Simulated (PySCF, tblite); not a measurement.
# C₉H₁₄Si: geometry, infrared bands and NMR shifts

Wanted: the infrared bands and NMR shifts of C₉H₁₄Si (`CCc1cccc(C[SiH3])c1`), by calculation.

Computed with tblite 0.8.0 and PySCF 2.14.0, with density-fitted response routines of our own, on a single molecule in the gas phase. Atoms are numbered from 0 throughout.

## 1. The molecule as given

24 atoms, charge 0, multiplicity 1; geometry from: force field or distance geometry start.

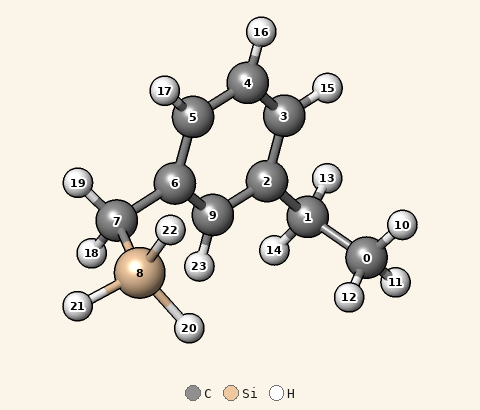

The starting geometry (carbon grey, silicon light orange, hydrogen white), atoms numbered.

## 2. Geometry optimisation with GFN2-xTB

Job settings and geometry (Å):

```
{"job": {"kind": "relax", "xc": "GFN2-xTB", "basis": "xTB"}, "charge": 0, "multiplicity": 1}
C     -2.794700     1.594600     0.446800
C     -2.651400     0.325700    -0.374400
C     -1.336400    -0.381800    -0.060100
C     -1.276400    -1.333400     0.941800
C     -0.068700    -1.975800     1.247400
C      1.078800    -1.649000     0.521000
C      1.039300    -0.680600    -0.495600
C      2.296300    -0.308400    -1.251300
Si     3.305200     1.085200    -0.545000
C     -0.186500    -0.052800    -0.770900
H     -2.791100     1.386500     1.521100
H     -3.758800     2.079700     0.211600
H     -2.002500     2.308700     0.242500
H     -3.481600    -0.355100    -0.161500
H     -2.703800     0.562200    -1.433200
H     -2.166000    -1.601200     1.533900
H     -0.021700    -2.718200     2.031000
H      2.015700    -2.157500     0.765800
H      2.010300    -0.060300    -2.281200
H      2.932300    -1.201100    -1.333400
H      2.506100     2.353300    -0.495600
H      4.488900     1.334600    -1.402200
H      3.791600     0.767400     0.833000
H     -0.236700     0.697100    -1.558200
```

Run with:

```bash
$ OMP_NUM_THREADS=1 python probes_run.py task.json out
```

This one command runs all jobs of the session in turn.

**Question.** This job is followed by: GFN2-xTB harmonic vibrations, gas phase; GIAO PBE0/pcSseg-1 NMR shielding, non-relativistic, gas phase. Predict these results of the whole session: strongest single infrared mode (GFN2-xTB); zero-point energy (GFN2-xTB); 13C shifts against TMS (PBE0/pcSseg-1); 1H shifts against TMS (PBE0/pcSseg-1, means over atoms taken as alike); 29Si shifts against TMS (PBE0/pcSseg-1).

As calculated:

| quantity | value |
| --- | --- |
| strongest single infrared mode (GFN2-xTB) | 2252 cm⁻¹, 391 km/mol |
| zero-point energy (GFN2-xTB) | 122.2 kcal/mol |
| 13C shifts against TMS (PBE0/pcSseg-1) | 151.8, 146.4, 134.7, 132.3, 130.1, 129.7, 35.2, 22.4, 21.6 ppm |
| 1H shifts against TMS (PBE0/pcSseg-1, means over atoms taken as alike) | 7.52, 7.25, 7.24, 7.21, 3.92, 2.61, 2.35, 1.21 ppm |
| 29Si shifts against TMS (PBE0/pcSseg-1) | -62.6 ppm |

What this shows: Relaxing lowered the energy by 0.140 eV in 52 steps; the close pair that moved most is C7–Si8, from 1.860 to 1.910 Å. All 66 modes are real, so the xTB geometry is a minimum. The strongest single mode, at 2252 cm⁻¹, moves mainly H21. Unscaled tight-binding wavenumbers are off by several per cent, some by more. Its intensities can rank the bands wrongly. NICS(1)zz of -27 ppm above the planar ring from C2 marks a diatropic (aromatic) ring current.
